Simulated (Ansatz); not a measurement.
## I on Ni(111): change of the work function

How does one ordered layer of I (fcc site) change the work function of Ni(111), and what dipole does each adsorbate carry?

Method: plane-wave DFT, PBE, Ansatz PAW, in Ansatz 0.2.0.

## Step 1: The structure

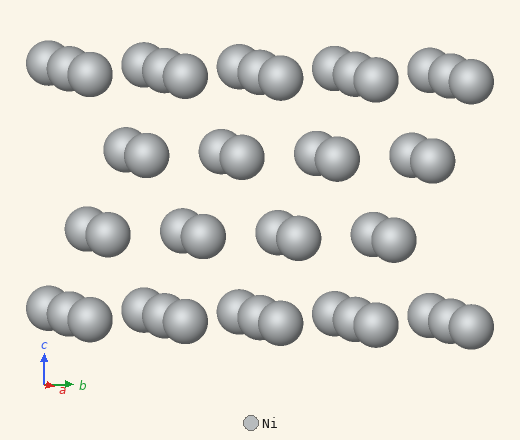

Start, viewed from the side, with the c axis up; nickel light grey. 2×4×1 cells are drawn. Some periodic images of atoms are drawn too.

The cell holds 4 atoms: 4 Ni. Cell: a = 2.489 Å, b = 2.489 Å, c = 24.097 Å, α = 90.0°, β = 90.0°, γ = 60.0°. Vacuum lies along c.

## Step 2: The clean slab

The bare slab comes first, as the zero from which every change is counted. The two lowest layers are held at bulk places and the upper ones relax. The dipole correction removes the false field that a one-sided slab makes across the periodic vacuum, so each face gets a flat vacuum level of its own.

The input, input.yaml:

```yaml
crystal:
  lattice:
    - [2.4890158698, 0.0, 0.0]
    - [1.2445079349, 2.1555509736, 0.0]
    - [0.0, 0.0, 24.0968188426]
  atoms:
    - { symbol: Ni, position: [0.0, 0.0, 0.3734932839], spin: 0.7 }
    - { symbol: Ni, position: [0.3333333333, 0.3333333333, 0.4578310946], spin: 0.7 }
    - { symbol: Ni, position: [0.6666666667, 0.6666666667, 0.5421689054], spin: 0.7 }
    - { symbol: Ni, position: [0.0, 0.0, 0.6265067161], spin: 0.7 }
magnetization:
  spin_polarized: true
kpoints:
  mp_grid: { grid: [12, 12, 1] }
hamiltonian:
  xc: pbe
scf:
  occupations: { method: fermi_dirac, width: 0.1 }
  convergence: { dr2_threshold: 1.0e-08 }
efield:
  axis: 3
  dipole_correction: true
  ramp_position: 0.97
  ramp_width: 0.06
relax:
  f_tol: 0.02
  max_steps: 60
  constraints: [{ sites: [0, 1] }]
output:
  write_potential: true
  write_density: true
  volumetric_format: npy
```

The run is started by

```console
> ansatz run input.yaml --threads 4 --pin off --max-ram 6144MiB --backend cpu --events-out ev --progress --plain --runs-dir out
```

Numbers of over 12 decimals in the logs are rounded to 6 here.

The log of the run:

```text
Engine: ansatz 0.2.0, aarch64-unknown-linux-gnu
Pseudopotentials: kind: paw
Pseudopotential: Ni, paw, valence charge 18, recommended cutoff 420 eV (normal), Ni.paw.azcp
Functional definition: PBE
  parameter kappa = 0.804
  parameter beta = 0.066725
  exchange = pbe_x(kappa = kappa, mu = beta*pi^2/3)
  correlation = pbe_c(beta = beta)
Crystal: 4 atoms, lattice volume = 129.284 Å³
Basis set: ecut = 420 eV, 2439 PW (Γ), exchange–correlation on 36×36×324 points (8 copies of the dense FFT grid, shifted against one another)
Bands: 45, of which v1, the nominal top of the filled ones, is band 36 counted from 1 (35 counted from 0)
Symmetry: 6 space group operations
k-points: 19 of 144 (time reversal used)
Non-local potential: Ni, projectors of the file, l = 0: 3, l = 1: 2, l = 2: 3, l = 3: 1
PAW form: soft (Blöchl's): semilocal exchange-correlation on the pseudo side does not see the compensation charge
PAW one-centre angular grid: Ni, 590 points (default); XC on 64 Gauss nodes
Initial density: superposition of atomic densities (neutral atoms: chi_scale 0, normalization atom)
Starting moments: Σ|m| = 2.8 μB on 4 of 4 sites
Initial wavefunctions: pseudopotential atomic-orbital guess
Functional: x = pbe(κ = 0.804, μ = 0.219515), c = pbe(β = 0.066725)
SCF iter   1: F=—  HF=-23353.905145 eV  |F-HF|=—  |Δ(HF+E_count)|=         —  Δρ=2.86e-2 (↑1.12e-2 ↓2.86e-2)  dr2=2.62e0  dr2_m=2.76e-1  M=2.997 μB ∫|m|=3.146 μB  β_m=1.00  ethr=3.10e-3  p=0.000 e·Å  D=3.58e-13 V/Å  ΔV_dip=-0.00 eV  dr2_dipole=4.80e-7  V_vac-E_F(+/−)=7.25/7.25 eV  ⟨swp⟩=10.9  Hψ=8806  notcnv=0  defer=16
Mixer restart at iter 1: flushing history
efield: sawtooth ramp at fractional position 0.9700 (set: `efield.ramp_position`, or a place that a band, a saddle search or an elastic batch's reference lends), width 0.0600; the density the first Hamiltonian is built on has a dipole p = 0.000 e·Å; the dipole correction subtracts the counter field D = 3.58e-13 V/Å, which shifts the + side's vacuum level by -0.00 eV against the − side's; the planar-averaged density in the ramp window peaks in size at 7.6e-6 e/Å³
preconditioner: auto → LDOS  [metal: Δε(μ)=0.005 eV  Ē_g=7.174 eV  σ=0.100 eV  W_gap=0.01  n_scr=18 (ndim 8)  ℏωp=20.7 eV  f_vac=0.604  D(μ)=7.90/eV (n_scr^D=102)]
spin=Collinear: LDOS preconditioning applied to the charge; magnetization (m = ρ↑ − ρ↓) channel mixes plain (no charge-response kernel on spin).
SCF iter   2: F=—  HF=-23354.537091 eV  |F-HF|=—  |Δ(HF+E_count)|=   6.32e-1  Δρ=1.21e-2 (↑1.21e-2 ↓9.37e-3)  dr2=4.70e-1  dr2_m=6.08e-3  M=2.950 μB ∫|m|=3.239 μB  β_m=0.32  ethr=3.10e-3  p=-0.000 e·Å  D=-1.18e-5 V/Å  ΔV_dip=0.00 eV  dr2_dipole=1.68e-7  V_vac-E_F(+/−)=6.45/6.45 eV  ⟨swp⟩=2.3  Hψ=2954  notcnv=0  defer=39
density mixer auto → msr1: a metal under ldos (density of states about μ 3.85 of a free-electron gas's, 18 screened modes)
SCF iter   3: F=—  HF=-23355.900691 eV  |F-HF|=—  |Δ(HF+E_count)|=    1.36e0  Δρ=6.31e-3 (↑6.31e-3 ↓4.98e-3)  dr2=1.22e-1  dr2_m=5.55e-3  M=2.942 μB ∫|m|=3.263 μB  β_m=0.52  ethr=6.53e-4  p=-0.000 e·Å  D=-2.13e-7 V/Å  ΔV_dip=0.00 eV  dr2_dipole=6.03e-9  V_vac-E_F(+/−)=6.01/6.01 eV  ⟨swp⟩=3.0  Hψ=2841  notcnv=0  defer=40
SCF iter   4: F=—  HF=-23357.393574 eV  |F-HF|=—  |Δ(HF+E_count)|=         —  Δρ=6.98e-3 (↑4.12e-3 ↓6.98e-3)  dr2=1.03e-1  dr2_m=3.75e-3  M=2.826 μB ∫|m|=3.215 μB  β_m=0.52  ethr=1.70e-4  p=-0.000 e·Å  D=-2.46e-6 V/Å  ΔV_dip=0.00 eV  dr2_dipole=3.15e-9  V_vac-E_F(+/−)=5.44/5.44 eV  ⟨swp⟩=3.7  Hψ=3872  notcnv=0  defer=38
SCF iter   5: F=—  HF=-23357.642354 eV  |F-HF|=—  |Δ(HF+E_count)|=   2.49e-1  Δρ=4.88e-3 (↑1.50e-3 ↓4.88e-3)  dr2=3.19e-2  dr2_m=5.57e-3  M=2.736 μB ∫|m|=3.135 μB  β_m=0.76  ethr=1.43e-4  p=0.000 e·Å  D=1.02e-6 V/Å  ΔV_dip=-0.00 eV  dr2_dipole=4.32e-9  V_vac-E_F(+/−)=5.26/5.26 eV  ⟨swp⟩=2.4  Hψ=2763  notcnv=0  defer=40
SCF iter   6: F=—  HF=-23357.693928 eV  |F-HF|=—  |Δ(HF+E_count)|=   5.16e-2  Δρ=2.88e-3 (↑1.47e-3 ↓2.88e-3)  dr2=1.26e-2  dr2_m=1.52e-3  M=2.669 μB ∫|m|=3.070 μB  β_m=0.86  ethr=4.44e-5  p=-0.000 e·Å  D=-5.89e-6 V/Å  ΔV_dip=0.00 eV  dr2_dipole=2.14e-8  V_vac-E_F(+/−)=5.15/5.15 eV  ⟨swp⟩=2.2  Hψ=2708  notcnv=0  defer=40
SCF iter   7: F=—  HF=-23357.694448 eV  |F-HF|=—  |Δ(HF+E_count)|=   5.20e-4  Δρ=2.31e-3 (↑1.35e-3 ↓2.31e-3)  dr2=9.68e-3  dr2_m=5.46e-4  M=2.662 μB ∫|m|=3.065 μB  β_m=0.72  ethr=1.75e-5  p=0.000 e·Å  D=1.37e-5 V/Å  ΔV_dip=-0.00 eV  dr2_dipole=5.06e-8  V_vac-E_F(+/−)=5.06/5.06 eV  ⟨swp⟩=2.7  Hψ=3609  notcnv=0  defer=46
SCF iter   8: F=—  HF=-23357.693229 eV  |F-HF|=—  |Δ(HF+E_count)|=   1.22e-3  Δρ=4.06e-4 (↑1.85e-4 ↓4.06e-4)  dr2=3.64e-4  dr2_m=1.71e-5  M=2.660 μB ∫|m|=3.064 μB  β_m=0.68  ethr=1.34e-5  p=-0.000 e·Å  D=-3.62e-6 V/Å  ΔV_dip=0.00 eV  dr2_dipole=1.02e-8  V_vac-E_F(+/−)=5.09/5.09 eV  ⟨swp⟩=2.0  Hψ=2577  notcnv=0  defer=48
SCF iter   9: F=—  HF=-23357.693190 eV  |F-HF|=—  |Δ(HF+E_count)|=   3.90e-5  Δρ=1.79e-4 (↑7.00e-5 ↓1.79e-4)  dr2=3.02e-5  dr2_m=1.70e-5  M=2.661 μB ∫|m|=3.067 μB  β_m=0.69  ethr=5.05e-7  p=0.000 e·Å  D=3.89e-6 V/Å  ΔV_dip=-0.00 eV  dr2_dipole=1.53e-8  V_vac-E_F(+/−)=5.09/5.09 eV  ⟨swp⟩=3.2  Hψ=3585  notcnv=0  defer=48
SCF iter  10: F=—  HF=-23357.693186 eV  |F-HF|=—  |Δ(HF+E_count)|=   3.73e-6  Δρ=5.06e-5 (↑4.29e-5 ↓5.06e-5)  dr2=1.84e-6  dr2_m=2.32e-6  M=2.661 μB ∫|m|=3.067 μB  β_m=0.80  ethr=4.19e-8  p=-0.000 e·Å  D=-3.67e-6 V/Å  ΔV_dip=0.00 eV  dr2_dipole=5.53e-9  V_vac-E_F(+/−)=5.08/5.08 eV  ⟨swp⟩=2.1  Hψ=2621  notcnv=0  defer=48
SCF iter  11: F=—  HF=-23357.693187 eV  |F-HF|=—  |Δ(HF+E_count)|=   9.70e-7  Δρ=2.05e-5 (↑1.28e-5 ↓2.05e-5)  dr2=6.07e-7  dr2_m=1.91e-7  M=2.661 μB ∫|m|=3.067 μB  β_m=0.87  ethr=2.55e-9  p=0.000 e·Å  D=7.88e-6 V/Å  ΔV_dip=-0.00 eV  dr2_dipole=2.87e-8  V_vac-E_F(+/−)=5.08/5.08 eV  ⟨swp⟩=2.1  Hψ=2535  notcnv=0  defer=48
SCF iter  12: F=—  HF=-23357.693187 eV  |F-HF|=—  |Δ(HF+E_count)|=   2.51e-7  Δρ=1.80e-5 (↑1.51e-5 ↓1.80e-5)  dr2=9.33e-7  dr2_m=1.72e-8  M=2.661 μB ∫|m|=3.067 μB  β_m=0.65  ethr=8.43e-10  p=-0.000 e·Å  D=-1.24e-5 V/Å  ΔV_dip=0.00 eV  dr2_dipole=7.47e-8  V_vac-E_F(+/−)=5.08/5.08 eV  ⟨swp⟩=2.5  Hψ=3401  notcnv=0  defer=48
SCF iter  13: F=—  HF=-23357.693187 eV  |F-HF|=—  |Δ(HF+E_count)|=   2.13e-7  Δρ=3.08e-6 (↑2.15e-6 ↓3.08e-6)  dr2=3.91e-8  dr2_m=2.54e-9  M=2.661 μB ∫|m|=3.067 μB  β_m=0.82  ethr=8.43e-10  p=-0.000 e·Å  D=-2.09e-6 V/Å  ΔV_dip=0.00 eV  dr2_dipole=9.96e-9  V_vac-E_F(+/−)=5.08/5.08 eV  ⟨swp⟩=2.1  Hψ=2507  notcnv=0  defer=48
[...]
density mixer auto → msr1: a metal under ldos (density of states about μ 3.54 of a free-electron gas's, 18 screened modes)
SCF iter   3: F=—  HF=-23357.695252 eV  |F-HF|=—  |Δ(HF+E_count)|=   3.47e-6  Δρ=3.61e-4 (↑3.61e-4 ↓2.26e-4)  dr2=1.98e-4  dr2_m=3.76e-5  M=2.664 μB ∫|m|=3.069 μB  β_m=0.44  ethr=1.15e-6  p=0.001 e·Å  D=1.05e-3 V/Å  ΔV_dip=-0.03 eV  dr2_dipole=3.96e-5  V_vac-E_F(+/−)=5.05/5.08 eV  ⟨swp⟩=1.8  Hψ=2163  notcnv=0  defer=48
SCF iter   4: F=—  HF=-23357.695307 eV  |F-HF|=—  |Δ(HF+E_count)|=   5.46e-5  Δρ=1.71e-4 (↑1.71e-4 ↓1.57e-4)  dr2=3.30e-5  dr2_m=2.06e-5  M=2.663 μB ∫|m|=3.067 μB  β_m=0.46  ethr=2.74e-7  p=0.001 e·Å  D=8.26e-4 V/Å  ΔV_dip=-0.02 eV  dr2_dipole=2.43e-8  V_vac-E_F(+/−)=5.06/5.08 eV  ⟨swp⟩=1.5  Hψ=1921  notcnv=0  defer=48
SCF iter   5: F=—  HF=-23357.695322 eV  |F-HF|=—  |Δ(HF+E_count)|=   1.50e-5  Δρ=7.39e-5 (↑5.22e-5 ↓7.39e-5)  dr2=5.11e-6  dr2_m=4.02e-6  M=2.662 μB ∫|m|=3.067 μB  β_m=0.61  ethr=4.58e-8  p=0.000 e·Å  D=6.00e-4 V/Å  ΔV_dip=-0.01 eV  dr2_dipole=8.35e-7  V_vac-E_F(+/−)=5.07/5.08 eV  ⟨swp⟩=2.1  Hψ=2952  notcnv=0  defer=48
SCF iter   6: F=—  HF=-23357.695328 eV  |F-HF|=—  |Δ(HF+E_count)|=   6.07e-6  Δρ=4.54e-5 (↑4.33e-5 ↓4.54e-5)  dr2=5.56e-6  dr2_m=7.72e-7  M=2.661 μB ∫|m|=3.066 μB  β_m=0.57  ethr=7.10e-9  p=0.000 e·Å  D=4.49e-4 V/Å  ΔV_dip=-0.01 eV  dr2_dipole=1.56e-7  V_vac-E_F(+/−)=5.07/5.08 eV  ⟨swp⟩=3.1  Hψ=3518  notcnv=0  defer=48
SCF iter   7: F=—  HF=-23357.695328 eV  |F-HF|=—  |Δ(HF+E_count)|=   4.70e-7  Δρ=2.52e-5 (↑2.52e-5 ↓1.49e-5)  dr2=2.59e-6  dr2_m=2.45e-7  M=2.661 μB ∫|m|=3.065 μB  β_m=0.52  ethr=7.10e-9  p=0.000 e·Å  D=3.65e-4 V/Å  ΔV_dip=-0.01 eV  dr2_dipole=9.20e-7  V_vac-E_F(+/−)=5.07/5.08 eV  ⟨swp⟩=2.1  Hψ=2796  notcnv=0  defer=48
SCF iter   8: F=—  HF=-23357.695328 eV  |F-HF|=—  |Δ(HF+E_count)|=   1.08e-7  Δρ=1.02e-5 (↑9.82e-6 ↓1.02e-5)  dr2=4.18e-8  dr2_m=1.01e-7  M=2.661 μB ∫|m|=3.065 μB  β_m=0.69  ethr=3.59e-9  p=0.000 e·Å  D=3.80e-4 V/Å  ΔV_dip=-0.01 eV  dr2_dipole=2.27e-9  V_vac-E_F(+/−)=5.07/5.08 eV  ⟨swp⟩=2.4  Hψ=2355  notcnv=0  defer=48
SCF iter   9: F=—  HF=-23357.695329 eV  |F-HF|=—  |Δ(HF+E_count)|=   1.88e-7  Δρ=4.90e-6 (↑4.07e-6 ↓4.90e-6)  dr2=1.37e-7  dr2_m=1.16e-8  M=2.660 μB ∫|m|=3.065 μB  β_m=0.62  ethr=5.81e-11  p=0.000 e·Å  D=3.76e-4 V/Å  ΔV_dip=-0.01 eV  dr2_dipole=2.33e-9  V_vac-E_F(+/−)=5.07/5.08 eV  ⟨swp⟩=3.1  Hψ=3695  notcnv=0  defer=48
SCF iter  10: F=—  HF=-23357.695329 eV  |F-HF|=—  |Δ(HF+E_count)|=   1.76e-9  Δρ=2.50e-6 (↑2.50e-6 ↓2.27e-6)  dr2=2.53e-8  dr2_m=3.14e-9  M=2.660 μB ∫|m|=3.065 μB  β_m=0.56  ethr=5.81e-11  p=0.000 e·Å  D=3.70e-4 V/Å  ΔV_dip=-0.01 eV  dr2_dipole=7.75e-9  V_vac-E_F(+/−)=5.07/5.08 eV  ⟨swp⟩=2.3  Hψ=3262  notcnv=0  defer=48
SCF iter  11: F=—  HF=-23357.695329 eV  |F-HF|=—  |Δ(HF+E_count)|=   3.96e-9  Δρ=1.37e-6 (↑1.37e-6 ↓1.25e-6)  dr2=3.07e-9  dr2_m=1.07e-9  M=2.660 μB ∫|m|=3.065 μB  β_m=0.56  ethr=3.52e-11  p=0.000 e·Å  D=3.74e-4 V/Å  ΔV_dip=-0.01 eV  dr2_dipole=4.12e-10  V_vac-E_F(+/−)=5.07/5.08 eV  ⟨swp⟩=2.0  Hψ=2494  notcnv=0  defer=48
SCF iter  12: F=—  HF=-23357.695329 eV  |F-HF|=—  |Δ(HF+E_count)|=  3.27e-11  Δρ=9.58e-7 (↑9.58e-7 ↓4.74e-7)  dr2=1.33e-9  dr2_m=5.63e-10  M=2.660 μB ∫|m|=3.065 μB  β_m=0.78  ethr=4.27e-12  p=0.000 e·Å  D=3.75e-4 V/Å  ΔV_dip=-0.01 eV  dr2_dipole=6.93e-11  V_vac-E_F(+/−)=5.07/5.08 eV  ⟨swp⟩=2.1  Hψ=2475  notcnv=0  defer=48
SCF iter  13: F=—  HF=-23357.695329 eV  |F-HF|=—  |Δ(HF+E_count)|=   1.54e-9  Δρ=2.68e-6 (↑4.01e-7 ↓2.68e-6)  dr2=1.69e-8  dr2_m=1.71e-9  M=2.660 μB ∫|m|=3.065 μB  β_m=0.89  ethr=1.84e-12  p=0.000 e·Å  D=3.77e-4 V/Å  ΔV_dip=-0.01 eV  dr2_dipole=1.12e-11  V_vac-E_F(+/−)=5.07/5.08 eV  ⟨swp⟩=2.0  Hψ=2430  notcnv=0  defer=48
SCF iter  14: F=-23357.695329 eV  HF=-23357.695329 eV  |F-HF|=3.15e-9  |Δ(HF+E_count)|=  7.89e-10  Δρ=9.53e-7 (↑4.16e-7 ↓9.53e-7)  dr2=3.21e-9  dr2_m=1.09e-10  M=2.660 μB ∫|m|=3.065 μB  ethr=1.84e-12  p=0.000 e·Å  D=3.78e-4 V/Å  ΔV_dip=-0.01 eV  dr2_dipole=6.19e-10  V_vac-E_F(+/−)=5.07/5.08 eV  ⟨swp⟩=6.3  Hψ=10600  notcnv=0
SCF 3 converged in 14 iterations: F = -23357.695329 eV  dr2 = 3.21e-9
relax step   3: F+E_penalty+E_count = -23357.69532856 eV  Δ(F+E_penalty+E_count) = -7.170e-4 eV  max|allowed force component| = 2.492e-3 eV/Å  Δτ_max = 0.0193 Å  (14 SCF iters, accepted)
NSCF: frozen V_eff on 19 k-points
the band table was solved once a step of the walk had ended and its energy, with any forces and stress, was formed, with the checks that follow a solve (9208 applications of the Hamiltonian). They found nothing against the state; the energy, forces and stress were not computed again (output.eigenvalues in the input reference)
WARN: The output density's exchange-correlation potential varies sharply where the density is thin. Do not read a vacuum level from v_tot or v_xc, or from such a field of the output density. On a cell that repeats whose density bears no net charge and no dipole along the vacuum's axis use v_es (v_loc + v_h of the components); under efield.dipole_correction with no amplitude use v_es + v_field, which holds any externa [...]
SCF converged after 14 iterations
Magnetization: 2.6604 μB (37.3302 up, 34.6698 down)
Absolute magnetization: 3.0681 μB (∫|ρ↑−ρ↓|, with the PAW one-centre terms)
Spin contamination: 0.0397 ħ² per cell (⟨S²⟩ above its minimum at these occupations)
Per-site moments (μB) at R_I (Å): [(0.697093, 1.026719), (0.715500, 1.024444), (0.716982, 1.017614), (0.700574, 1.017614)]
Free energy (F): -23357.695329 eV
Harris-Foulkes:  -23357.695329 eV  (|F-HF|=3.15e-9)
Internal energy: -23357.459514 eV  (E = F + TS)
E sigma→0 (E₀):  -23357.577421 eV
Entropy (-TS):   -0.235815 eV (-58.954 meV/atom)
Fermi energy:    2.806611 eV
Dipole field:    D = 0.000420 V/Å  (p = 0.000300 e·Å, saw-weighted, corrected)
Work function:   Φ+ = 5.0720 eV   Φ− = 5.0821 eV
Levels:          The Fermi level and band energies are counted from a zero that moves with the ramp; work functions are not
--- Per-component energies (eV) ---
  E_band       = -2233.047890
  E_kinetic    = 1126.070206
  E_local      = -172553.846970  (includes V_loc(G=0)·N_el)
  E_nonlocal   = 2547.333296
  E_hartree    = 84594.354199
  E_xc         = -336.334423
  E_vxc        = -433.429848  (∫ρ·V_xc dr)
  E_paw        = -6522.740071  (= ΣΔE_a)
  E_vpaw       = -2107.890488  (= ΣTr[D̂ρ^β])
  E_aug_tail   = 0.002094  (compensation charges beyond the density's cutoff)
  E_efield     = 0.000000  (sawtooth field / dipole correction)
  E_vefield    = 0.000307  (∫n·V_field dr)
  E_ewald      = 67787.702154
  E_smearing   = -0.235815  (= −TS)
  E_closure    = -0.000000  (closes the sum)
  Σ components = -23357.695329   (vs F -23357.695329, Δ=0.00e0)
--- Forces (eV/Å), atoms counted from 1 ---
  atom   1  Ni    -0.00000000    -0.00000000     0.14360102
  atom   2  Ni    -0.00000000     0.00000000    -0.14452175
  atom   3  Ni     0.00000000    -0.00000000    -0.00158484
  atom   4  Ni     0.00000000     0.00000000     0.00249224
  max |Σ_I F_I| component: 1.33e-5 eV/Å
--- Band table (eV; the first three rows and the last of 38) ---
  k-point 0 ↑: bands = [... 32 lower, 1.4980, 1.6464, 1.6464, 2.0208, 2.0208, 2.1301, 2.1788, 2.1788, ... 5 higher]
  k-point 1 ↑: bands = [... 32 lower, 1.4402, 1.5080, 1.6627, 1.6938, 1.8504, 2.0182, 2.1827, 2.7997, ... 5 higher]
  k-point 2 ↑: bands = [... 32 lower, 1.2167, 1.3936, 1.5035, 1.6730, 2.0108, 2.1822, 2.1914, 3.6577, ... 5 higher]
  k-point 18 ↓: bands = [... 32 lower, 2.7441, 2.8850, 2.8850, 2.8927, 7.8453, 8.0826, 8.0958, 8.8517, ... 5 higher]
--- Relaxed structure (3 steps of the walk, 3 accepted, 0 SCFs on fresh bases) ---
  F+E_penalty+E_count = -23357.69532856 eV   max|allowed force component| = 2.492e-3 eV/Å
  atoms:
    - { symbol: Ni, position: [0.0, 0.0, 0.373493] }
    - { symbol: Ni, position: [0.333333, 0.333333, 0.4578310946] }
    - { symbol: Ni, position: [0.666667, 0.666667, 0.541888] }
    - { symbol: Ni, position: [0, 0.0, 0.625102] }
```

Run time: 29 s. Hardware: 4 threads of Arm Neoverse V1, shared host; peak memory 0.53 GiB; 1.8 min of CPU time.

The steps of the relaxation:

| step | energy less that of the first step (eV) | largest force component (eV/Å) |
| --- | --- | --- |
| 1 | 0.0000 | 0.1468 |
| 2 | -0.0014 | 0.0868 |
| 3 | -0.0021 | 0.0025 |

The run keeps the 6 symmetry operations that it works with, so distortions that break them were not tested.

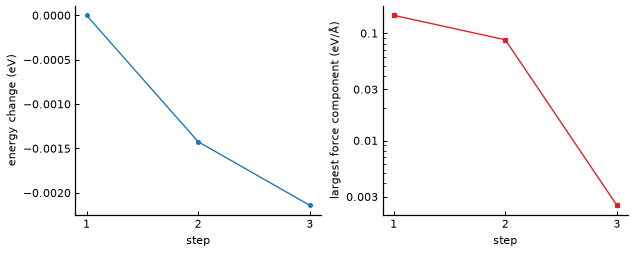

Energy and largest force along the relaxation.

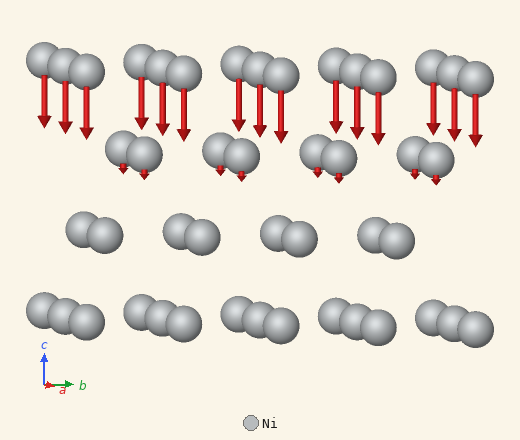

Displacements in the relaxation, exaggerated; the longest in the cell stands for 0.03 Å. 2×4×1 cells are drawn. Some periodic images of atoms are drawn too.

The atoms that moved most (Å):

| atom | dx | dy | dz | length |
| --- | --- | --- | --- | --- |
| Ni4 | 0.000 | 0.000 | -0.034 | 0.034 |
| Ni3 | 0.000 | 0.000 | -0.007 | 0.007 |

Numbers from this step:

| Quantity | Value |
| --- | --- |
| energy at zero smearing | -23357.5774 eV |
| total moment | 2.660 μB |
| site moments | 0.6971, 0.7155, 0.7170, 0.7006 μB |
| work function, upper face | 5.072 eV |
| dipole along the normal | 3.00e-4 e·Å |

Running mean over 2.032 Å of the planar mean; the ramp of the sawtooth is left out. Table of electron's electrostatic potential energy less the Fermi level by z:

| z (Å) | electron's electrostatic potential energy less the Fermi level (eV) |
| --- | --- |
| 3 | 5.08 |
| 4 | 5.08 |
| 5 | 5.08 |
| 6 | 5.03 |
| 7 | 4.40 |
| 8 | -3.19 |
| 9 | -10.0 |
| 10 | -10.3 |
| 11 | -10.4 |
| 12 | -10.5 |
| 13 | -10.4 |
| 14 | -10.6 |
| 15 | -10.2 |
| 16 | -3.97 |
| 17 | 4.26 |
| 18 | 5.01 |
| 19 | 5.07 |
| 20 | 5.07 |
| 21 | 5.07 |

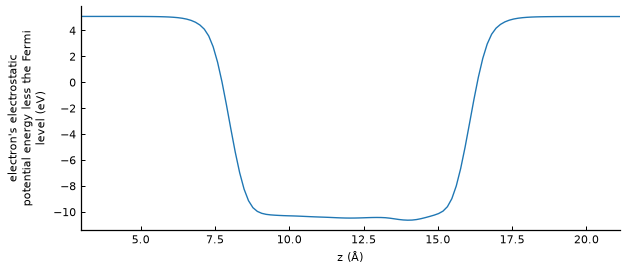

Electron's electrostatic potential energy less the Fermi level against z.

Site moment by atom:

| atom | site moment (μB) |
| --- | --- |
| Ni1 | 0.697 |
| Ni2 | 0.716 |
| Ni3 | 0.717 |
| Ni4 | 0.701 |

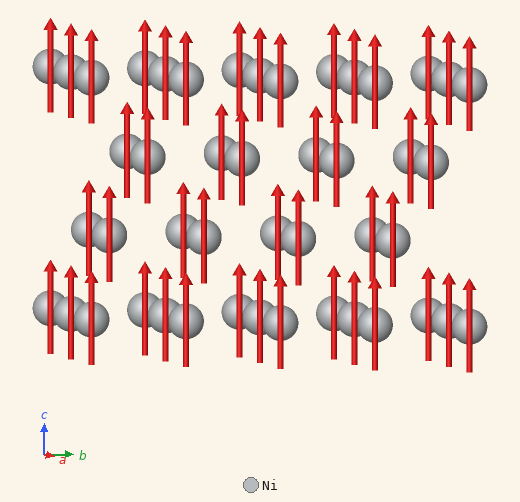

Site moment as arrows, the longest 0.717 μB. Up and down stand for the sign. Arrows give size and sign along the axis of quantisation, drawn up and down the page. 2×4×1 cells are drawn. Some periodic images of atoms are drawn too.

The relaxation took 3 steps and lowered the energy by 0.0021 eV; the largest force on the free atoms ends at 0.0025 eV/Å.

The work function of the upper face is 5.07 eV.

[end of part 1 of 3]

[Logs are printed without paths, hosts, clocks, repeated set-up lines and the standing remarks that a program may print on its own settings, such as how far it seeks lower states.]

[Hosts, paths, dates, database ids (printed as entryN), source tags and the programs' standing remarks are cut or masked in the printed files.]

[Maps of the electrostatic potential energy from Ansatz leave out the sawtooth potential of an applied field or a dipole correction, so their vacuum need not be flat; planar profiles and work functions include it.]
